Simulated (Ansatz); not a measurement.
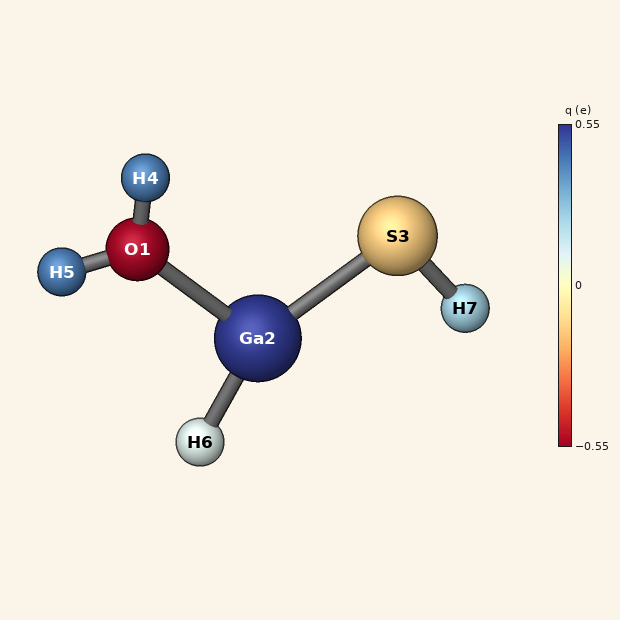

Atoms are coloured by their Mulliken charges. The species has charge +1 and is a spin singlet. Computed geometry: PBE0-D4/def2-TZVP optimisation. No frequency run is at hand to confirm it as a minimum. Method: RKS PBE0-D4/def2-TZVP (Ansatz 0.2.0).

List the Mulliken charges.

```json
{"atom": "O1", "value (e)": "−0.53"}
{"atom": "Ga2", "value (e)": "0.53"}
{"atom": "S3", "value (e)": "−0.14"}
{"atom": "H4", "value (e)": "0.41"}
{"atom": "H5", "value (e)": "0.41"}
{"atom": "H6", "value (e)": "0.09"}
{"atom": "H7", "value (e)": "0.22"}
```

Mulliken values depend strongly on the basis set and can even reverse the polarity of a bond.
